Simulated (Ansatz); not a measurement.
**SiCl3O (SMILES [O][Si](Cl)(Cl)Cl) at U-r2SCAN/def2-SVP**

Aim: the electronic atomisation energy of SiCl3O at U-r2SCAN/def2-SVP, from 4 runs. 

The calculation is run with Ansatz 0.2.0.

61 further runs of the same task are left out: 10 that didn't finish, 51 set aside as unsound or not needed. Runs told in other sessions of the task aren't counted.

## (1) The molecule

SiCl3O: 5 atoms, total charge 0, spin state doublet. SMILES: `[O][Si](Cl)(Cl)Cl`. Geometry: relaxed at PBE0-D4/def2-TZVP.

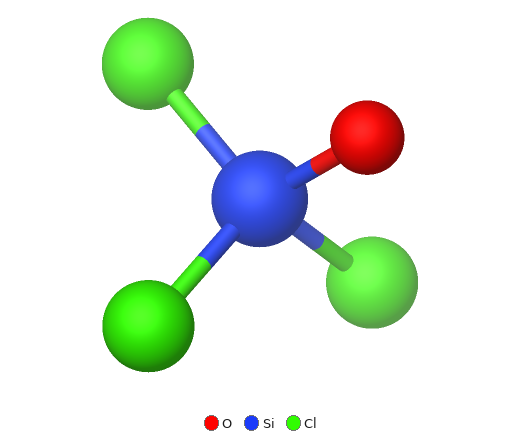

Viewed from a chosen angle; oxygen red, silicon blue, chlorine green.

## (2) A single-point energy at U-r2SCAN/def2-SVP

run.yaml reads:

```yaml
crystal:
  periodic: [false, false, false]
  atoms:
    - {symbol: O, position_ang: [0.815000, -1.070800, 1.039300]}
    - {symbol: Si, position_ang: [0.038600, -0.018800, 0.041000]}
    - {symbol: Cl, position_ang: [-1.536500, 0.855600, 0.950500]}
    - {symbol: Cl, position_ang: [-0.542800, -1.265500, -1.438700]}
    - {symbol: Cl, position_ang: [1.275600, 1.425900, -0.633600]}
basis:
  gaussian: {orbitals: def2-SVP}
accuracy: high
output: {orbitals: {seedname: orbitals}}
magnetization: {spin_polarized: true, initial_magnetization: 1}
hamiltonian: {xc: r2scan}
```

The run is started by

```sh
$ ansatz run run.yaml --threads 1 --pin off --max-ram 3480MiB --events-out events.jsonl --progress --plain --runs-dir runs
```

Standard output:

```text
Warning: RAYON_NUM_THREADS=1 ignored (pool sized by the plan → 1); use --threads N
Functional definition: r2SCAN
  name "r2SCAN"
  parameter k0 = 0.174
  parameter k1 = 0.065
  parameter a1 = 4.9479
  exchange = r2scan_x(k0 = k0, k1 = k1, a1 = a1)
  correlation = r2scan_c
1630 factors; integrals over basis functions are off by at most 3.6e-9 eV
mean field evaluation 1: about -47462.9001 eV, gradient 4.8e1 eV
mean field evaluation 2: about -47253.9496 eV, gradient 1.4e2 eV
mean field evaluation 4: about -47475.2874 eV, gradient 9.2e0 eV
mean field evaluation 8: about -47475.7167 eV, gradient 5.4e-1 eV
mean field evaluation 16: about -47475.7108 eV, gradient 8.7e-4 eV
mean field evaluation 32: about -47475.7108 eV, gradient 2.4e-6 eV
mean field -47475.71083928 eV, -1744.7001931508 hartree, gradient 5.6e-8 eV, S^2 0.754048; 3 other end points of the search recorded, 0 dependent functions left out
reference -47475.71084023 eV, -1744.7001931860 hartree; 37, 36 occupied and 49, 50 virtual orbitals, 1630 factors
Total energy: -47475.71084023 eV, -1744.7001931860 hartree
```

Wall time 69 s (1 thread of Arm Neoverse V2, shared host); peak memory 0.43 GiB.

## (3) The Cl atom

input.yaml reads:

```yaml
basis:
  gaussian: {orbitals: def2-SVP}
crystal:
  periodic: [false, false, false]
  atoms:
    - {symbol: Cl, position_ang: [0.000000, 0.000000, 0.000000]}
accuracy: high
magnetization: {spin_polarized: true, initial_magnetization: 1}
hamiltonian: {xc: r2scan}
```

The run is started by

```sh
$ ansatz run input.yaml --threads 1 --pin off --max-ram 3480MiB --events-out events.jsonl --progress --plain --runs-dir runs
```

Standard output:

```text
Warning: RAYON_NUM_THREADS=1 ignored (pool sized by the plan → 1); use --threads N
Functional definition: r2SCAN
  name "r2SCAN"
  parameter k0 = 0.174
  parameter k1 = 0.065
  parameter a1 = 4.9479
  exchange = r2scan_x(k0 = k0, k1 = k1, a1 = a1)
  correlation = r2scan_c
134 factors; integrals over basis functions are off by at most 2.6e-9 eV
mean field evaluation 1: about -12516.0766 eV, gradient 3.3e0 eV
mean field evaluation 2: about -12516.1428 eV, gradient 9.1e-1 eV
mean field evaluation 4: about -12516.1482 eV, gradient 3.8e-1 eV
mean field evaluation 8: about -12516.1488 eV, gradient 2.0e-4 eV
mean field evaluation 16: about -12516.1488 eV, gradient 8.1e-9 eV
mean field evaluation 32: about -12516.1486 eV, gradient 1.1e-1 eV
mean field -12516.14884292 eV, -459.9599862269 hartree, gradient 5.1e-10 eV, S^2 0.753053; 6 other end points of the search recorded, 0 dependent functions left out
reference -12516.14884325 eV, -459.9599862392 hartree; 9, 8 occupied and 9, 10 virtual orbitals, 134 factors
Total energy: -12516.14884325 eV, -459.9599862392 hartree
```

Wall time 4.2 s (1 thread of Arm Neoverse V2, shared host); peak memory 0.12 GiB.

## (4) The O atom, same level

job.yaml reads:

```yaml
crystal:
  periodic: [false, false, false]
  atoms:
    - {symbol: O, position_ang: [0.000000, 0.000000, 0.000000]}
basis:
  gaussian:
    orbitals: def2-SVP
magnetization:
  spin_polarized: true
  initial_magnetization: 2
hamiltonian:
  xc: r2scan
accuracy: high
```

Run the same way, it converges to -74.96359 Eh (log not shown).

## (5) The Si atom, same level

in.yaml reads:

```yaml
crystal:
  periodic: [false, false, false]
  atoms:
    - {symbol: Si, position_ang: [0.000000, 0.000000, 0.000000]}
basis:
  gaussian: {orbitals: def2-SVP}
magnetization: {spin_polarized: true, initial_magnetization: 2}
hamiltonian: {xc: {name: r2SCAN}}
accuracy: high
```

Run the same way, it converges to -289.24480 Eh (log not shown).

## (6) What came out

Level: U-r2SCAN/def2-SVP.

```
                                    quantity           value
                      molecule: total energy  -1744.70019 Eh
molecule: HOMO energy (highest over α and β)        -8.17 eV
 molecule: LUMO energy (lowest over α and β)        -6.51 eV
                              molecule: ⟨S²⟩           0.754
                       Cl atom: total energy   -459.95999 Eh
                               Cl atom: ⟨S²⟩           0.753
                        O atom: total energy    -74.96359 Eh
                                O atom: ⟨S²⟩           2.003
                       Si atom: total energy   -289.24480 Eh
                               Si atom: ⟨S²⟩           2.006
               electronic atomisation energy       16.649 eV
```

**Reading.** Taking the molecule apart into free atoms costs 16.65 eV (384 kcal/mol), before zero-point energy and without spin-orbit coupling.
